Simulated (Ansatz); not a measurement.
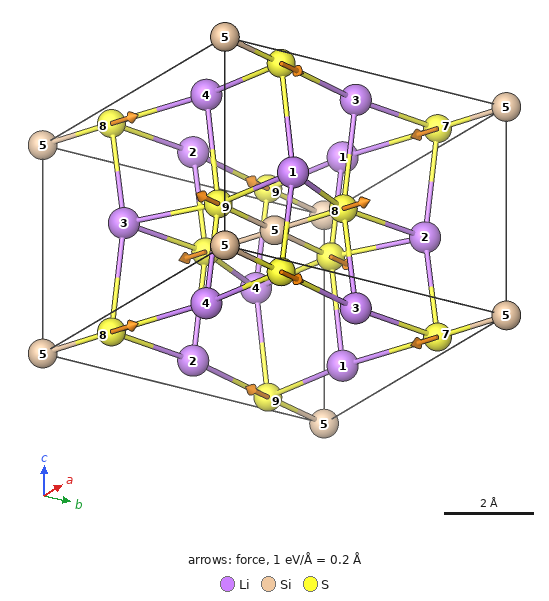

Starting geometry of solid Li4SiS4 (a generated structure, set up in I4/m) (coarse preliminary run) with the computed forces as orange arrows. A ball-and-stick model of the conventional cell (2 times the calculation's cell), seen from a free direction. Lengths and directions refer to the drawn axes.

Computed with DFT PBE, scalar-relativistic, plane waves, PAW (Ansatz 0.2.0). Set-up: plane-wave cutoff 420 eV; k-point mesh 4 × 4 × 4; occupations gaussian; smearing width 0.1 eV; no spin polarisation; cell and atoms relaxed; force threshold 0.04 eV/Å; at most 70 steps.

Question: What follows when this structure is relaxed?

Answer: It isn't relaxed: the largest force vector, on S atoms, is 4.07 eV/Å. The final displacements have little in common with the starting forces (cosine between the two patterns −0.16). After 7 accepted moves (8 points after the start) the energy has fallen by 2.106 eV per cell of the calculation. The largest force component goes from 3.9 to 0.016 eV/Å. The pressure goes from 11.69 to 0.15 GPa. The SCF was repeated once at an unchanged geometry on a basis and grid sized afresh for the cell, which shifted the energy by 21.2 meV per cell of the calculation at most. The largest moves relative to the cell, 0.62 Å, are those of Li atoms. By element the largest moves are Li 0.62 Å, S 0.17 Å. Si stays in place. The drawn cell changes as follows: a = b 7.610 → 8.892 Å (+16.8 %), c 5.124 → 4.421 Å (−13.7 %); the volume changes by +17.8 %. Among the contacts that change: Li–S 2.740 → 3.888 Å, S–Si 2.017 → 2.223 Å, Li–S 2.592 → 2.455 Å, Li–S 2.514 → 2.471 Å. Bonds break: Li–S (2.74 → 3.89 Å). Bond angles that change, for instance: S–Li–S 162.6° → 128.4°, Li–S–Li 162.6° → 128.4°, Li–S–Li 89.4° → 73.3°. The space group stays I4/m (No. 87).
